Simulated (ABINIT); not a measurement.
# TiO2 (C2/c): bands and cutoff in G0W0 with ABINIT, part 2 of 2

Aim: raise bands and screening cutoff together for TiO2 (C2/c) and follow gap and time.

ABINIT 10.8.3; LDA and many-body steps on it, plane waves. Known limits of the many-body steps: not at the basis limit; coarse k mesh.

So far. Step 3 (Screening, 4×4×2 mesh, 94 bands, screening to 93.3 eV): Local fields lower ε∞ by 6 %. On a Γ-centred mesh this coarse the value itself is usually too large, while a short band sum pulls it down. Step 4 (94 bands, 93.3 eV): The gap on the mesh goes from 2.00 eV to 3.61 eV, a correction of +1.61 eV.

## 6. 131 bands, 123.5 eV

This step: G0W0 on LDA, plane waves, norm-conserving pseudopotentials.

File run.abi:

```
acell 3*1.0 Angstrom
rprim 
  2.706034000000 -2.706655000000 -0.000000000000
  2.706034000000 2.706655000000 -0.000000000000
  -2.633531000000 -0.000000000000 4.796637000000
ntypat 2
znucl 22 8
natom 6
typat 1 1 2 2 2 2
xred 
  0.134110000000 0.865890000000 0.250000000000
  0.865890000000 0.134110000000 0.750000000000
  0.331221000000 0.088755000000 0.667149000000
  0.668779000000 0.911245000000 0.332851000000
  0.911245000000 0.668779000000 0.832851000000
  0.088755000000 0.331221000000 0.167149000000
pp_dirpath "pseudos"
pseudos "Ti.upf, O.upf"
ecut 38
ngkpt 4 4 2
nshiftk 1
shiftk 0 0 0
kptopt 1
chksymbreak 0
istwfk *1
occopt 1
irdwfk 1
optdriver 4
nband 131
gwcalctyp 0
ecutsigx 38
symsigma 1
nkptgw 6
kptgw 
  0.5000000000 0.5000000000 0.0000000000
  0.0000000000 0.0000000000 0.0000000000
  0.5000000000 0.0000000000 0.0000000000
  0.0000000000 0.0000000000 0.5000000000
  0.5000000000 0.0000000000 0.5000000000
  0.5000000000 0.5000000000 0.5000000000
bdgw 
  23 26
  23 26
  23 26
  23 26
  23 26
  23 26
ecuteps 4.54
irdscr 1
ppmodel 1
indata_prefix "in"
outdata_prefix "out"
tmpdata_prefix "tmp"
```

On the command line:

```bash
$ OMP_NUM_THREADS=1 mpirun -n 4 abinit run.abi > log
```

Numbers of over 12 decimals in the logs are rounded to 6 here.

Log:

```text
.Version 10.8.3 of ABINIT. v10.8.2 released Aug 2026.

 Symmetries : space group C2/c (# 15); Bravais mC (1-face-center monocl.)
[... echo of the input left out ...]
== DATASET  1 ==================================================================
-   mpi_nproc: 4, omp_nthreads: 1 (-1 if OMP is not activated)

--- !DatasetInfo
iteration_state: {dtset: 1, }
dimensions: {natom: 6, nkpt: 14, mband: 131, nsppol: 1, nspinor: 1, nspden: 1, mpw: 5320, }
cutoff_energies: {ecut:  38.0, pawecutdg:  -1.0, }
electrons: {nelect:   4.80000000E+01, charge:   0.00000000E+00, occopt:   1.00000000E+00, tsmear:   1.00000000E-02, }

 SIGMA: Calculation of the GW corrections

 Based on a program developped by R.W. Godby, V. Olevano, G. Onida, and L. Reining.
 Incorporated in ABINIT by V. Olevano, G.-M. Rignanese, and M. Torrent.
.Using double precision arithmetic ; gwpc =  8

[... cell and pseudopotentials left out ...]
--------------------------------------------------------------------------------

 ==== K-mesh for the wavefunctions ====
 Number of points in the irreducible wedge :    14
[... list of points left out ...]
 Together with  4 symmetry operations and time-reversal symmetry
 yields    32 points in the full Brillouin Zone.

 ==== Q-mesh for screening function ====
 Number of points in the irreducible wedge :    14
[... list of points left out ...]
 Together with  4 symmetry operations and time-reversal symmetry
 yields    32 points in the full Brillouin Zone.

 vcoul_init : cutoff-mode = AUXILIARY_FUNCTION
 q-points for optical limit:   1
     1)      0.000010    0.000020    0.000030
 setmesh: FFT mesh size selected  =    40x   40x   54
          total number of points  =        86400

 Number of electrons calculated from density =   48.0000; Expected =   48.0000
[...]
--- !SelfEnergy_ee
iteration_state: {dtset: 1, }
kpoint     : [   0.000,    0.000,    0.000, ]
spin       : 1
KS_gap     :    2.437
QP_gap     :    4.115
Delta_QP_KS:    1.678
data: !SigmaeeData |
     Band     E0 <VxcDFT>   SigX SigC(E0)      Z dSigC/dE  Sig(E)    E-E0       E
[...]
--- !SelfEnergy_ee
iteration_state: {dtset: 1, }
kpoint     : [   0.500,    0.000,    0.000, ]
spin       : 1
KS_gap     :    3.788
QP_gap     :    5.580
Delta_QP_KS:    1.791
data: !SigmaeeData |
     Band     E0 <VxcDFT>   SigX SigC(E0)      Z dSigC/dE  Sig(E)    E-E0       E
[...]
--- !SelfEnergy_ee
iteration_state: {dtset: 1, }
kpoint     : [   0.000,    0.000,    0.500, ]
spin       : 1
KS_gap     :    2.490
QP_gap     :    4.184
Delta_QP_KS:    1.694
data: !SigmaeeData |
     Band     E0 <VxcDFT>   SigX SigC(E0)      Z dSigC/dE  Sig(E)    E-E0       E
[...]
--- !SelfEnergy_ee
iteration_state: {dtset: 1, }
kpoint     : [   0.500,    0.000,    0.500, ]
spin       : 1
KS_gap     :    3.644
QP_gap     :    5.427
Delta_QP_KS:    1.782
data: !SigmaeeData |
     Band     E0 <VxcDFT>   SigX SigC(E0)      Z dSigC/dE  Sig(E)    E-E0       E
[...]
--- !SelfEnergy_ee
iteration_state: {dtset: 1, }
kpoint     : [   0.500,    0.500,    0.500, ]
spin       : 1
KS_gap     :    3.240
QP_gap     :    5.007
Delta_QP_KS:    1.766
data: !SigmaeeData |
     Band     E0 <VxcDFT>   SigX SigC(E0)      Z dSigC/dE  Sig(E)    E-E0       E
[...]
25   6.622 -20.841 -12.390  -6.093   0.768  -0.301 -19.029   1.812   8.434
       26   6.622 -20.841 -12.390  -6.093   0.768  -0.301 -19.029   1.812   8.434

== END DATASET(S) ==============================================================
================================================================================

 -outvars: echo values of variables after computation  --------
           etotal      0.0000000000E+00
            nband         131
             nkpt          14
          spgroup          15
 [... the other variables as echoed above ...]

 Calculation completed.
```

The job ended after 28 s (4 MPI ranks of Arm Neoverse V2, shared host; peak memory 1.2 GiB; 1.9 min of CPU time).

Numbers from this step:

- G0W0 gap on the mesh: 3.625 eV
- starting gap on the mesh: 1.999 eV
- k of the valence top: 0.5, 0.5, 0
- k of the conduction bottom: 0, 0, 0
- Z at the valence top: 0.761
- Z at the conduction bottom: 0.784
- least direct G0W0 gap on the computed points: 4.115 eV

Against G0W0 in ABINIT (4×4×2 mesh, 94 bands, screening to 93.3 eV, Godby-Needs plasmon pole), the gap moves by +0.014 eV.

## 7. Screening, 4×4×2 mesh, 190 bands, screening to 164.9 eV

This step: RPA screening on LDA, plane waves, norm-conserving pseudopotentials.

Edit run.abi of step 6 so:

```diff
@@ -27,25 +27,8 @@
 irdwfk 1
-optdriver 4
-nband 131
-gwcalctyp 0
-ecutsigx 38
-symsigma 1
-nkptgw 6
-kptgw 
-  0.5000000000 0.5000000000 0.0000000000
-  0.0000000000 0.0000000000 0.0000000000
-  0.5000000000 0.0000000000 0.0000000000
-  0.0000000000 0.0000000000 0.5000000000
-  0.5000000000 0.0000000000 0.5000000000
-  0.5000000000 0.5000000000 0.5000000000
-bdgw 
-  23 26
-  23 26
-  23 26
-  23 26
-  23 26
-  23 26
-ecuteps 4.54
-irdscr 1
-ppmodel 1
+optdriver 3
+nband 190
+ecuteps 6.06
+inclvkb 2
+awtr 1
+symchi 1
 indata_prefix "in"
```

Log:

```text
.Version 10.8.3 of ABINIT. v10.8.2 released Aug 2026.

 Symmetries : space group C2/c (# 15); Bravais mC (1-face-center monocl.)
[... echo of the input left out ...]
== DATASET  1 ==================================================================
-   mpi_nproc: 4, omp_nthreads: 1 (-1 if OMP is not activated)

--- !DatasetInfo
iteration_state: {dtset: 1, }
dimensions: {natom: 6, nkpt: 14, mband: 190, nsppol: 1, nspinor: 1, nspden: 1, mpw: 5320, }
cutoff_energies: {ecut:  38.0, pawecutdg:  -1.0, }
[...]
--------------------------------------------------------------------------------
[... chi0 elements left out ...]
 For q-point:  0.000010 0.000020 0.000030
  dielectric constant =   6.7622
  dielectric constant without local fields =   7.2740

  Average fulfillment of the sum rule on Im[epsilon] for q-point    1 :     67.71  [%]
[... wings left out ...]
  q-point number  2        q = ( 0.250000, 0.000000, 0.000000) [r.l.u.]
--------------------------------------------------------------------------------
[... chi0 elements left out ...]
  Average fulfillment of the sum rule on Im[epsilon] for q-point    2 :     75.10  [%]

 [... 12 further q-points ...]
```

It took 4 min on 4 MPI ranks; peak memory 2.2 GiB.

This step gave:

```
ε∞ with local fields, on this mesh, along the program's q direction : 6.762
the same without local fields                                       : 7.274
plasma frequency                                                    : 30.69 eV
plane waves in the screening matrix                                 : 331
```

## 8. 190 bands, 164.9 eV

This step: G0W0 on LDA, plane waves, norm-conserving pseudopotentials.

Edit run.abi of step 7 so:

```diff
@@ -27,8 +27,25 @@
 irdwfk 1
-optdriver 3
+optdriver 4
 nband 190
+gwcalctyp 0
+ecutsigx 38
+symsigma 1
+nkptgw 6
+kptgw 
+  0.5000000000 0.5000000000 0.0000000000
+  0.0000000000 0.0000000000 0.0000000000
+  0.5000000000 0.0000000000 0.0000000000
+  0.0000000000 0.0000000000 0.5000000000
+  0.5000000000 0.0000000000 0.5000000000
+  0.5000000000 0.5000000000 0.5000000000
+bdgw 
+  23 26
+  23 26
+  23 26
+  23 26
+  23 26
+  23 26
 ecuteps 6.06
-inclvkb 2
-awtr 1
-symchi 1
+irdscr 1
+ppmodel 1
 indata_prefix "in"
```

Log:

```text
.Version 10.8.3 of ABINIT. v10.8.2 released Aug 2026.

 Symmetries : space group C2/c (# 15); Bravais mC (1-face-center monocl.)
[... echo of the input left out ...]
== DATASET  1 ==================================================================
-   mpi_nproc: 4, omp_nthreads: 1 (-1 if OMP is not activated)

--- !DatasetInfo
iteration_state: {dtset: 1, }
dimensions: {natom: 6, nkpt: 14, mband: 190, nsppol: 1, nspinor: 1, nspden: 1, mpw: 5320, }
cutoff_energies: {ecut:  38.0, pawecutdg:  -1.0, }
[...]
Band     E0 <VxcDFT>   SigX SigC(E0)      Z dSigC/dE  Sig(E)    E-E0       E
[...]
25   6.622 -20.841 -12.390  -6.277   0.767  -0.303 -19.172   1.669   8.291
       26   6.622 -20.841 -12.390  -6.277   0.767  -0.303 -19.172   1.669   8.291

== END DATASET(S) ==============================================================
================================================================================

 -outvars: echo values of variables after computation  --------
           etotal      0.0000000000E+00
            nband         190
             nkpt          14
          spgroup          15
 [... the other variables as echoed above ...]

 Calculation completed.
```

The job ended after 87 s (4 MPI ranks; peak memory 2 GiB; 5.8 min of CPU time).

Numbers from this step:

```yaml
g0w0_gap_on_the_mesh: 3.581 eV
starting_gap_on_the_mesh: 1.999 eV
k_of_the_valence_top: 0.5, 0.5, 0
k_of_the_conduction_bottom: 0, 0, 0
least_direct_g0w0_gap_on_the_computed_points: 4.068 eV
```

Against G0W0 in ABINIT (4×4×2 mesh, 131 bands, screening to 123.5 eV, Godby-Needs plasmon pole), the gap moves by −0.044 eV.

## 9. Screening, 4×4×2 mesh, 270 bands, screening to 214.4 eV

This step: RPA screening on LDA, plane waves, norm-conserving pseudopotentials.

Edit run.abi of step 8 so:

```diff
@@ -27,25 +27,8 @@
 irdwfk 1
-optdriver 4
-nband 190
-gwcalctyp 0
-ecutsigx 38
-symsigma 1
-nkptgw 6
-kptgw 
-  0.5000000000 0.5000000000 0.0000000000
-  0.0000000000 0.0000000000 0.0000000000
-  0.5000000000 0.0000000000 0.0000000000
-  0.0000000000 0.0000000000 0.5000000000
-  0.5000000000 0.0000000000 0.5000000000
-  0.5000000000 0.5000000000 0.5000000000
-bdgw 
-  23 26
-  23 26
-  23 26
-  23 26
-  23 26
-  23 26
-ecuteps 6.06
-irdscr 1
-ppmodel 1
+optdriver 3
+nband 270
+ecuteps 7.88
+inclvkb 2
+awtr 1
+symchi 1
 indata_prefix "in"
```

Log:

```text
.Version 10.8.3 of ABINIT. v10.8.2 released Aug 2026.

 Symmetries : space group C2/c (# 15); Bravais mC (1-face-center monocl.)
[... echo of the input left out ...]
== DATASET  1 ==================================================================
-   mpi_nproc: 4, omp_nthreads: 1 (-1 if OMP is not activated)

--- !DatasetInfo
iteration_state: {dtset: 1, }
dimensions: {natom: 6, nkpt: 14, mband: 270, nsppol: 1, nspinor: 1, nspden: 1, mpw: 5320, }
cutoff_energies: {ecut:  38.0, pawecutdg:  -1.0, }
[...]
--------------------------------------------------------------------------------
[... chi0 elements left out ...]
 For q-point:  0.000010 0.000020 0.000030
  dielectric constant =   6.7475
  dielectric constant without local fields =   7.2770

  Average fulfillment of the sum rule on Im[epsilon] for q-point    1 :     74.94  [%]
[... wings left out ...]
  q-point number  2        q = ( 0.250000, 0.000000, 0.000000) [r.l.u.]
--------------------------------------------------------------------------------
[... chi0 elements left out ...]
  Average fulfillment of the sum rule on Im[epsilon] for q-point    2 :     80.74  [%]

 [... 12 further q-points ...]
```

Elapsed: 9.2 min, on 4 MPI ranks; peak memory 3 GiB; 37 min of CPU time.

This step gave:

```yaml
eps_infinity_with_local_fields_on_this_mesh_along_the_program_s_q_direction: 6.747
the_same_without_local_fields: 7.277
plasma_frequency: 30.69 eV
plane_waves_in_the_screening_matrix: 531
```

## 10. 270 bands, 214.4 eV

This step: G0W0 on LDA, plane waves, norm-conserving pseudopotentials.

Edit run.abi of step 9 so:

```diff
@@ -27,8 +27,25 @@
 irdwfk 1
-optdriver 3
+optdriver 4
 nband 270
+gwcalctyp 0
+ecutsigx 38
+symsigma 1
+nkptgw 6
+kptgw 
+  0.5000000000 0.5000000000 0.0000000000
+  0.0000000000 0.0000000000 0.0000000000
+  0.5000000000 0.0000000000 0.0000000000
+  0.0000000000 0.0000000000 0.5000000000
+  0.5000000000 0.0000000000 0.5000000000
+  0.5000000000 0.5000000000 0.5000000000
+bdgw 
+  23 26
+  23 26
+  23 26
+  23 26
+  23 26
+  23 26
 ecuteps 7.88
-inclvkb 2
-awtr 1
-symchi 1
+irdscr 1
+ppmodel 1
 indata_prefix "in"
```

Log:

```text
.Version 10.8.3 of ABINIT. v10.8.2 released Aug 2026.

 Symmetries : space group C2/c (# 15); Bravais mC (1-face-center monocl.)
[... echo of the input left out ...]
== DATASET  1 ==================================================================
-   mpi_nproc: 4, omp_nthreads: 1 (-1 if OMP is not activated)

--- !DatasetInfo
iteration_state: {dtset: 1, }
dimensions: {natom: 6, nkpt: 14, mband: 270, nsppol: 1, nspinor: 1, nspden: 1, mpw: 5320, }
cutoff_energies: {ecut:  38.0, pawecutdg:  -1.0, }
[...]
Band     E0 <VxcDFT>   SigX SigC(E0)      Z dSigC/dE  Sig(E)    E-E0       E
[...]
25   6.622 -20.841 -12.390  -6.458   0.766  -0.306 -19.315   1.526   8.148
       26   6.622 -20.841 -12.390  -6.458   0.766  -0.306 -19.315   1.526   8.148

== END DATASET(S) ==============================================================
================================================================================

 -outvars: echo values of variables after computation  --------
           etotal      0.0000000000E+00
            nband         270
             nkpt          14
          spgroup          15
 [... the other variables as echoed above ...]

 Calculation completed.
```

Elapsed: 4.9 min, on 4 MPI ranks; peak memory 3.3 GiB.

This step gave:

```
G0W0 gap on the mesh                         : 3.577 eV
starting gap on the mesh                     : 1.999 eV
k of the valence top                         : 0.5, 0.5, 0
k of the conduction bottom                   : 0, 0, 0
least direct G0W0 gap on the computed points : 4.056 eV
```

Against G0W0 in ABINIT (4×4×2 mesh, 190 bands, screening to 164.9 eV, Godby-Needs plasmon pole), the gap moves by −0.004 eV.

## 11. Screening, 4×4×2 mesh, 381 bands, screening to 274.8 eV

This step: RPA screening on LDA, plane waves, norm-conserving pseudopotentials.

Edit run.abi of step 10 so:

```diff
@@ -27,25 +27,8 @@
 irdwfk 1
-optdriver 4
-nband 270
-gwcalctyp 0
-ecutsigx 38
-symsigma 1
-nkptgw 6
-kptgw 
-  0.5000000000 0.5000000000 0.0000000000
-  0.0000000000 0.0000000000 0.0000000000
-  0.5000000000 0.0000000000 0.0000000000
-  0.0000000000 0.0000000000 0.5000000000
-  0.5000000000 0.0000000000 0.5000000000
-  0.5000000000 0.5000000000 0.5000000000
-bdgw 
-  23 26
-  23 26
-  23 26
-  23 26
-  23 26
-  23 26
-ecuteps 7.88
-irdscr 1
-ppmodel 1
+optdriver 3
+nband 381
+ecuteps 10.1
+inclvkb 2
+awtr 1
+symchi 1
 indata_prefix "in"
```

Log:

```text
.Version 10.8.3 of ABINIT. v10.8.2 released Aug 2026.

 Symmetries : space group C2/c (# 15); Bravais mC (1-face-center monocl.)
[... echo of the input left out ...]
== DATASET  1 ==================================================================
-   mpi_nproc: 4, omp_nthreads: 1 (-1 if OMP is not activated)

--- !DatasetInfo
iteration_state: {dtset: 1, }
dimensions: {natom: 6, nkpt: 14, mband: 381, nsppol: 1, nspinor: 1, nspden: 1, mpw: 5320, }
cutoff_energies: {ecut:  38.0, pawecutdg:  -1.0, }
[...]
--------------------------------------------------------------------------------
[... chi0 elements left out ...]
 For q-point:  0.000010 0.000020 0.000030
  dielectric constant =   6.7442
  dielectric constant without local fields =   7.2782

  Average fulfillment of the sum rule on Im[epsilon] for q-point    1 :     80.88  [%]
[... wings left out ...]
  q-point number  2        q = ( 0.250000, 0.000000, 0.000000) [r.l.u.]
--------------------------------------------------------------------------------
[... chi0 elements left out ...]
  Average fulfillment of the sum rule on Im[epsilon] for q-point    2 :     85.08  [%]

 [... 12 further q-points ...]
```

Run time: 22 min. Hardware: 4 MPI ranks; peak memory 4.5 GiB; 89 min of CPU time.

Numbers from this step:

```
ε∞ with local fields, on this mesh, along the program's q direction : 6.744
the same without local fields                                       : 7.278
plasma frequency                                                    : 30.69 eV
plane waves in the screening matrix                                 : 765
```

## 12. 381 bands, 274.8 eV

This step: G0W0 on LDA, plane waves, norm-conserving pseudopotentials.

Edit run.abi of step 11 so:

```diff
@@ -27,8 +27,25 @@
 irdwfk 1
-optdriver 3
+optdriver 4
 nband 381
+gwcalctyp 0
+ecutsigx 38
+symsigma 1
+nkptgw 6
+kptgw 
+  0.5000000000 0.5000000000 0.0000000000
+  0.0000000000 0.0000000000 0.0000000000
+  0.5000000000 0.0000000000 0.0000000000
+  0.0000000000 0.0000000000 0.5000000000
+  0.5000000000 0.0000000000 0.5000000000
+  0.5000000000 0.5000000000 0.5000000000
+bdgw 
+  23 26
+  23 26
+  23 26
+  23 26
+  23 26
+  23 26
 ecuteps 10.1
-inclvkb 2
-awtr 1
-symchi 1
+irdscr 1
+ppmodel 1
 indata_prefix "in"
```

Log:

```text
.Version 10.8.3 of ABINIT. v10.8.2 released Aug 2026.

 Symmetries : space group C2/c (# 15); Bravais mC (1-face-center monocl.)
[... echo of the input left out ...]
== DATASET  1 ==================================================================
-   mpi_nproc: 4, omp_nthreads: 1 (-1 if OMP is not activated)

--- !DatasetInfo
iteration_state: {dtset: 1, }
dimensions: {natom: 6, nkpt: 14, mband: 381, nsppol: 1, nspinor: 1, nspden: 1, mpw: 5320, }
cutoff_energies: {ecut:  38.0, pawecutdg:  -1.0, }
[...]
Band     E0 <VxcDFT>   SigX SigC(E0)      Z dSigC/dE  Sig(E)    E-E0       E
[...]
25   6.622 -20.841 -12.390  -6.630   0.764  -0.309 -19.449   1.392   8.014
       26   6.622 -20.841 -12.390  -6.630   0.764  -0.309 -19.449   1.392   8.014

== END DATASET(S) ==============================================================
================================================================================

 -outvars: echo values of variables after computation  --------
           etotal      0.0000000000E+00
            nband         381
             nkpt          14
          spgroup          15
 [... the other variables as echoed above ...]

 Calculation completed.
```

It took 14 min on 4 MPI ranks; peak memory 5.7 GiB; 57 min of CPU time.

Numbers from this step:

- G0W0 gap on the mesh: 3.555 eV
- starting gap on the mesh: 1.999 eV
- k of the valence top: 0.5, 0.5, 0
- k of the conduction bottom: 0, 0, 0
- least direct G0W0 gap on the computed points: 4.029 eV

Against G0W0 in ABINIT (4×4×2 mesh, 270 bands, screening to 214.4 eV, Godby-Needs plasmon pole), the gap moves by −0.022 eV.

## 13. Side by side

Times are wall times on 4 MPI ranks of Arm Neoverse V2, shared host, good to a factor of about two. A run's time includes the screening step that it read.

| run | mesh | bands | screening cutoff (eV) | DFT gap (eV) | gap on the mesh (eV) | direct (eV) | ε∞ used | time |
| --- | --- | --- | --- | --- | --- | --- | --- | --- |
| 94 bands, 93.3 eV | 4×4×2 | 94 | 93.3 | 1.999 | 3.611 | 4.109 | 6.84 | 81 s |
| 131 bands, 123.5 eV | 4×4×2 | 131 | 123.5 | 1.999 | 3.625 | 4.115 | 6.80 | 2.3 min |
| 190 bands, 164.9 eV | 4×4×2 | 190 | 164.9 | 1.999 | 3.581 | 4.068 | 6.76 | 5.5 min |
| 270 bands, 214.4 eV | 4×4×2 | 270 | 214.4 | 1.999 | 3.577 | 4.056 | 6.75 | 14 min |
| 381 bands, 274.8 eV | 4×4×2 | 381 | 274.8 | 1.999 | 3.555 | 4.029 | 6.74 | 37 min |

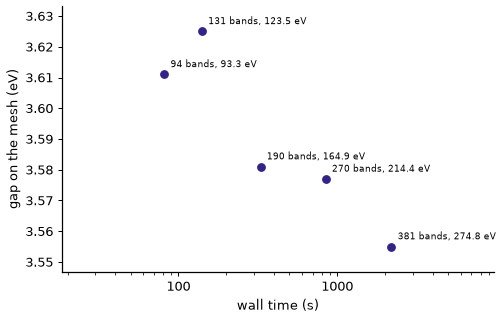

Result against wall time.

## 14. Results

```yaml
94_bands_93p3_ev: 3.611 eV
131_bands_123p5_ev: 3.625 eV
190_bands_164p9_ev: 3.581 eV
270_bands_214p4_ev: 3.577 eV
381_bands_274p8_ev: 3.555 eV
known_limits: not at the basis limit; coarse k mesh
```

What this shows: From the first rung to the last the gap moves by −0.06 eV for 27 times the time. The steps are not yet shrinking, so no limit is drawn. The 4×4×2 mesh is coarse for this cell, which bears on the long-range parts of exchange and screening.

[Paths, hosts, dates, memory and timing lines, banners, echoed tables and standing remarks are left out of the program output.]

[Logs are printed without paths, hosts, clocks, repeated set-up lines and the standing remarks that a program may print on its own settings, such as how far it seeks lower states.]

[Runs of the session that timed out or met a known fault of the program may be left out.]

[Hosts, paths, dates, database ids (printed as entryN), source tags and the programs' standing remarks are cut or masked in the printed files.]

[G0W0 gaps are taken among the corrected bands and points alone; a level outside them can change the order at an edge.]

[Where Ansatz stands beside ABINIT at settings called matched, ABINIT's density can come from a denser mesh and the files from another edition; pairs whose starting gaps differed by over 0.03 eV were left out, so agreement reads better than it is.]
